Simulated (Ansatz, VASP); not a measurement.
# BN in two plane-wave programs, part 2 of 2

One calculation is typed for both programs; each brings its own data sets. How far apart do they land? The cell is taken from a series of VASP runs on this material, whose earlier steps may have relaxed, scaled or displaced it; both programs get it as it stands. Valence electrons are named where the data sets of a main pair hold unlike numbers.

VASP 6.6.1 and Ansatz 0.2.0.

So far. Step 2 (VASP: band structure, r2SCAN): The run ends at a pressure of 0.03 GPa.

### 4. Differences

Known differences besides the potentials themselves: VASP keeps PBE cores, Ansatz makes them for the functional; the cutoff is 500 eV in Ansatz and 520 eV in VASP. Total energies have different zeros and are not compared.

The two programs side by side:

| quantity | Ansatz | VASP | difference |
| --- | --- | --- | --- |
| pressure (GPa) | -0.37 | 0.03 | -0.41 |
| gap over the path points (eV) | 4.831 | 4.870 | -0.039 |

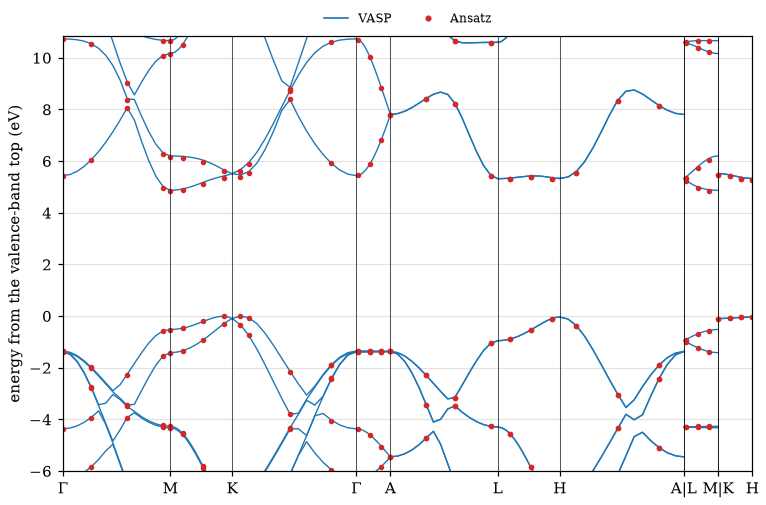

Bands from VASP (lines) and levels from Ansatz (dots). Dots without a line are higher empty bands that the VASP plot leaves out.

Levels at points of the path, from each program's valence-band top (eV; 4 filled, then empty):

```
k (reciprocal lattice)                                    Ansatz                                      VASP
     0.000 0.000 0.000  -1.39 -1.39 -1.35 -1.35 5.43 10.72 12.36  -1.39 -1.39 -1.36 -1.36 5.44 10.73 12.29
     0.133 0.000 0.000  -2.79 -2.76 -2.02 -1.98 6.05 10.53 11.93  -2.79 -2.77 -2.03 -1.99 6.05 10.54 11.89
     0.300 0.000 0.000    -3.94 -3.50 -3.44 -2.27 8.06 8.38 9.02    -3.93 -3.50 -3.45 -2.25 8.06 8.42 9.06
     0.467 0.000 0.000   -4.29 -4.24 -1.56 -0.58 4.97 6.27 10.08   -4.30 -4.25 -1.55 -0.58 5.01 6.32 10.09
     0.500 0.000 0.000   -4.32 -4.26 -1.42 -0.53 4.83 6.15 10.15   -4.33 -4.27 -1.42 -0.52 4.87 6.20 10.17
     0.467 0.067 0.000   -4.59 -4.53 -1.35 -0.47 4.88 6.14 10.49   -4.59 -4.54 -1.34 -0.47 4.92 6.18 10.51
     0.411 0.178 0.000   -5.89 -5.82 -0.93 -0.21 5.13 5.98 12.08   -5.89 -5.83 -0.92 -0.21 5.18 6.03 12.09
     0.356 0.289 0.000   -7.29 -7.26 -0.30 -0.01 5.36 5.60 11.44   -7.29 -7.26 -0.30 -0.01 5.42 5.66 11.42
     0.311 0.311 0.000    -7.32 -7.30 -0.34 0.00 5.40 5.61 11.42    -7.32 -7.30 -0.34 0.00 5.46 5.67 11.41
     0.289 0.289 0.000   -6.95 -6.92 -0.75 -0.07 5.53 5.89 11.80   -6.95 -6.92 -0.75 -0.06 5.59 5.94 11.79
```

Among the levels compared at these points, filled levels agree within 14 meV and empty ones within 74 meV.

### 5. VASP: single point, r2SCAN

With cell and atoms fixed, the geometry can't cause a difference; cores, projectors, grids and the points listed under the comparison can.

The input, INCAR:

```
SYSTEM = BN
PREC = Accurate
ENCUT = 520
EDIFF = 1E-06
NELM = 100
ISMEAR = 0
SIGMA = 0.05
LREAL = .FALSE.
ALGO = Normal
METAGGA = R2SCAN
LASPH = .TRUE.
NBANDS = 40
LORBIT = 11
LWAVE = .FALSE.
LCHARG = .FALSE.
KPAR = 4
LOPTICS = .TRUE.
NEDOS = 1500
CSHIFT = 0.1
```

The input, POSCAR:

```
BN
1.0
    2.5025513874      0.0000000000      0.0000000000
   -1.2512756937      2.1672730759      0.0000000000
    0.0000000000      0.0000000000      6.7941535949
B N
2 2
Direct
    0.3333333333      0.6666666667      0.2500000000
    0.6666666667      0.3333333333      0.7500000000
    0.3333333333      0.6666666667      0.7500000000
    0.6666666667      0.3333333333      0.2500000000
```

The input, KPOINTS:

```
Automatic mesh
0
Gamma
13 13 4
0 0 0
```

PAW data sets: B and N (PBE family, release 64).

Launch:

```console
> mpirun -np 4 vasp_std
```

Numbers of over 12 decimals in the logs are rounded to 6 here.

Output:

```text
[banner, memory and clock lines left out]
running    4 mpi-ranks, on    1 nodes
[...]
[... a notice as in an earlier step ...]

 LDA part: xc-table for (None), standard interpolation
 POSCAR, INCAR and KPOINTS ok, starting setup
[...]
entering main loop
       N       E                     dE             d eps       ncg     rms          rms(c)
DAV:   1     0.491150065089E+02    0.49115E+02   -0.63729E+03  5048   0.379E+02
DAV:   2    -0.443204838407E+02   -0.93435E+02   -0.88179E+02  6192   0.135E+02
DAV:   3    -0.467037338693E+02   -0.23833E+01   -0.23609E+01  6184   0.183E+01
DAV:   4    -0.467103374399E+02   -0.66036E-02   -0.66032E-02  5744   0.994E-01
[...]
DAV:  11    -0.385958327256E+02   -0.13553E-03   -0.13527E-04  5912   0.533E-02    0.169E-02
DAV:  12    -0.385958424449E+02   -0.97193E-05   -0.69480E-06  6000   0.112E-02    0.675E-03
DAV:  13    -0.385958428046E+02   -0.35969E-06   -0.63830E-07  5848   0.372E-03
   1 F= -.38595843E+02 E0= -.38595843E+02  d E =-.997603E-11
 optical routines
 imaginary and real dielectric function
 direction            1
 direction            2
 direction            3
```

Parts of OUTCAR (step 5):

```text
  Total        0.0032399      0.0032399      0.0091585      0.0000000     -0.0000000      0.0000000
  in kB        0.1408662      0.1408662      0.3982033      0.0000000     -0.0000000      0.0000000
  external PRESSURE =       0.2266452 kB  Pullay stress =       0.0000000 kB

 POSITION                                       TOTAL-FORCE (eV/Angst)
 -----------------------------------------------------------------------------------
     -0.00000      1.44485      1.69854        -0.000000      0.000000      0.000000
      1.25128      0.72242      5.09562         0.000000     -0.000000      0.000000
     -0.00000      1.44485      5.09562         0.000000     -0.000000      0.000000
      1.25128      0.72242      1.69854        -0.000000      0.000000      0.000000
 -----------------------------------------------------------------------------------
    total drift:                               -0.000000      0.000000      0.000000

  FREE ENERGIE OF THE ION-ELECTRON SYSTEM (eV)
  ---------------------------------------------------
  free  energy   TOTEN  =       -38.5958428046 eV

  energy  without entropy=      -38.5958428046  energy(sigma->0) =      -38.59584280

[... 1 part as in an earlier step ...]

[... 2 further parts left out ...]
[key lines of the parts left out:]
E-fermi :   2.0822
```

### 6. Ansatz: single point, r2SCAN

The same cell, functional, mesh and smearing now go to Ansatz, which takes its cutoff from its data sets.

The cell is taken from a series of VASP runs on this material, whose earlier steps may have relaxed, scaled or displaced it; both programs get it as it stands.

The input, input.yaml:

```yaml
crystal:
  lattice:
    - [2.5025513874, 0.0, 0.0]
    - [-1.2512756937, 2.1672730759, 0.0]
    - [0.0, 0.0, 6.7941535949]
  atoms:
    - { symbol: B, position: [0.3333333333, 0.6666666667, 0.25] }
    - { symbol: B, position: [0.6666666667, 0.3333333333, 0.75] }
    - { symbol: "N", position: [0.3333333333, 0.6666666667, 0.75] }
    - { symbol: "N", position: [0.6666666667, 0.3333333333, 0.25] }
hamiltonian:
  xc: r2scan
  pseudopotentials: { kind: paw }
kpoints:
  mp_grid: { grid: [13, 13, 4] }
scf:
  occupations: { method: gaussian, width: 0.05 }
  n_extra_bands: 5
output:
  forces: true
  stress: true
  eigenvalues: true
```

Launch:

```console
> ansatz run input.yaml --threads 2 --pin off --max-ram 4608MiB --backend cpu --events-out ev --progress --plain --runs-dir out
```

Output:

```text
[...]
Crystal: 4 atoms, lattice volume = 36.850 Å³
Basis set: ecut = 500 eV, 955 PW (Γ), exchange–correlation on 80×80×200 points (64 copies of the dense FFT grid, shifted against one another)
Bands: 13, of which v1, the nominal top of the filled ones, is band 8 counted from 1 (7 counted from 0)
Symmetry: 24 space group operations
[...]
k-points: 63 of 676
[...]
k-point 0: bands = [... 4 lower, 2.8988, 2.8988, 2.9295, 2.9295, 9.7190, 15.0089, 16.6426, 16.6426, ... 1 higher]
  k-point 1: bands = [... 4 lower, 2.9033, 2.9033, 2.9250, 2.9250, 10.4040, 13.9799, 16.6584, 16.6584, ... 1 higher]
  k-point 2: bands = [... 4 lower, 2.9142, 2.9142, 2.9142, 2.9142, 12.0783, 12.0783, 16.6969, 16.6969, ... 1 higher]
  k-point 62: bands = [... 4 lower, -2.9820, -2.9820, 4.1379, 4.1379, 9.6320, 9.6320, 16.8718, 16.8718, ... 1 higher]
[key lines of the parts left out:]
SCF converged after 7 iterations
Free energy (F): -1088.248698 eV
Fermi energy:    6.733069 eV
P = ⅓ Tr σ = -0.3739 GPa (-3.739 kbar)
```

Wall time 4.3 s (2 threads of Arm Neoverse N1, shared host); peak memory 0.37 GiB; 8 s of CPU time.

The run ends at a pressure of -0.37 GPa.

### 7. Comparison

Both answers:

| quantity | Ansatz | VASP | difference |
| --- | --- | --- | --- |
| pressure (GPa) | -0.37 | 0.02 | -0.40 |
| gap on the k mesh (eV) | 4.895 | 4.937 | -0.041 |

A gap on the mesh is an upper bound, since the band edges may lie between its points.

### 8. What came out

```json
{
  "largest difference of a filled level at the path points (band structure, r2SCAN)": "14 meV",
  "difference in gap on the k mesh (single point, r2SCAN)": "-0.041 eV"
}
```

The difference in gap on the k mesh is -0.041 eV (single point, r2SCAN), within the 0.08 eV picked in this series as the mark of a large difference. Such differences can come from data sets, numerical settings and the points named under the comparisons, not from the functional's error against experiment.

[Lines on the potential files, build, host, timing and source positions are cut from VASP's logs without a mark.]

[Logs are printed without paths, hosts, clocks, repeated set-up lines and the standing remarks that a program may print on its own settings, such as how far it seeks lower states.]

[Hosts, paths, dates, database ids (printed as entryN), source tags and the programs' standing remarks are cut or masked in the printed files.]
